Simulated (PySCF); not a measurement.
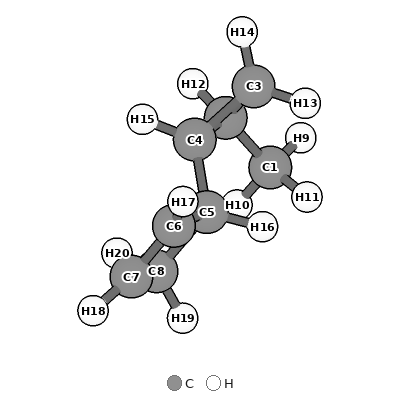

Structure of C₈H₁₂, SMILES C[C@@H]1C[C@@H]1[C@H]1C=CC1.

Kohn-Sham orbital energies near the frontier, PBE0/def2-SVPD in PySCF 2.14.0, at a GFN2-xTB geometry (no frequency check), isolated molecule; empty levels in grey, levels within 0.03 eV side by side.

> Where do the frontier orbitals lie?

HOMO at −7.06 eV, LUMO at 0.45 eV, 7.51 eV apart.

> How far below the HOMO does the next level lie?

0.67 eV.

> List the levels with the atoms that carry most of them (a dash for levels above zero or within 0.03 eV of another, where shares mean little).

```csv
orbital,energy (eV),Löwdin shares
LUMO+1,0.90,–
LUMO,0.45,–
HOMO,−7.06,"C6 28 %, C7 27 %, C2 8 %"
HOMO−1,−7.73,"C4 23 %, C2 12 %, C3 12 %"
HOMO−2,−7.84,"C3 27 %, C2 18 %, C4 11 %"
```

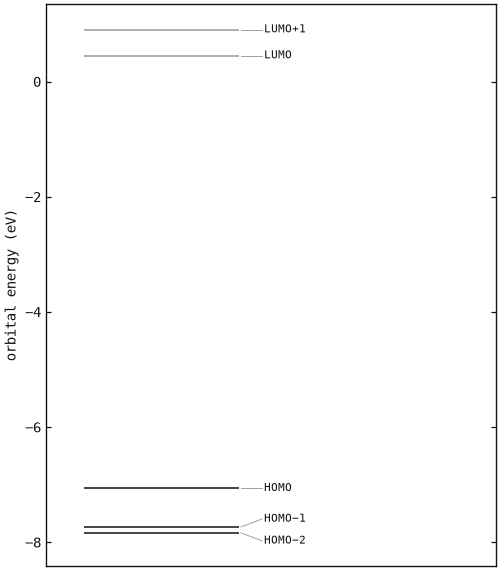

Caveats: the tight-binding geometry is rougher than a DFT one and adds to the error; one conformer of a flexible molecule; empty levels above zero depend strongly on the basis.
